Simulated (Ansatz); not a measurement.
# CH5FOSSi: the cost of one run

Program: Ansatz 0.2.0. Level of theory: RKS r2SCAN-D4/6-31G. These are calculated values, not measurements.

### 1 The starting structure

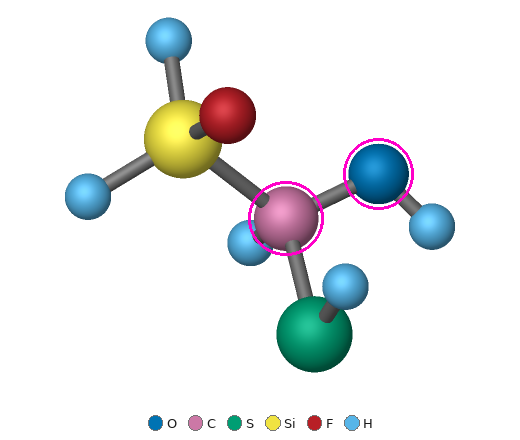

Start, viewed from a free direction; oxygen blue, carbon pink, sulfur teal, silicon yellow, fluorine red, hydrogen blue. Ringed: O1, C2.

Coordinates:

```xyz
10

O    -0.4808    1.4344    0.8262
C     0.2487    0.3062    0.5588
S    -0.4838   -1.0614    1.5183
Si    0.5245   -0.2337   -1.2356
F    -0.9696   -0.7575   -1.8041
H    -0.8474    1.3925    1.7276
H     1.2775    0.5127    0.9645
H    -1.5522   -1.1561    0.8216
H     0.9436    0.8792   -2.0566
H     1.4225   -1.3675   -1.3178
```

### 2 Relaxing end A

Input file input.yaml:

```yaml
crystal:
  periodic: [false, false, false]
  atoms:
    - { symbol: O, position_ang: [-0.4808, 1.4344, 0.8262] }
    - { symbol: C, position_ang: [0.2487, 0.3062, 0.5588] }
    - { symbol: S, position_ang: [-0.4838, -1.0614, 1.5183] }
    - { symbol: Si, position_ang: [0.5245, -0.2337, -1.2356] }
    - { symbol: F, position_ang: [-0.9696, -0.7575, -1.8041] }
    - { symbol: H, position_ang: [-0.8474, 1.3925, 1.7276] }
    - { symbol: H, position_ang: [1.2775, 0.5127, 0.9645] }
    - { symbol: H, position_ang: [-1.5522, -1.1561, 0.8216] }
    - { symbol: H, position_ang: [0.9436, 0.8792, -2.0566] }
    - { symbol: H, position_ang: [1.4225, -1.3675, -1.3178] }
basis:
  gaussian: { orbitals: "6-31G" }
hamiltonian:
  xc: r2scan
  dispersion: d4
relax:
  f_tol: 0.015
  max_steps: 40
```

The run is started by

```
$ ansatz run input.yaml --threads 1 --pin off --max-ram 2048MiB --backend cpu --events-out ev --progress --plain --runs-dir out
```

What time and memory should one allow on 1 thread of an Arm CPU, shared host?

About 54 s, with a peak of 0.21 GiB.
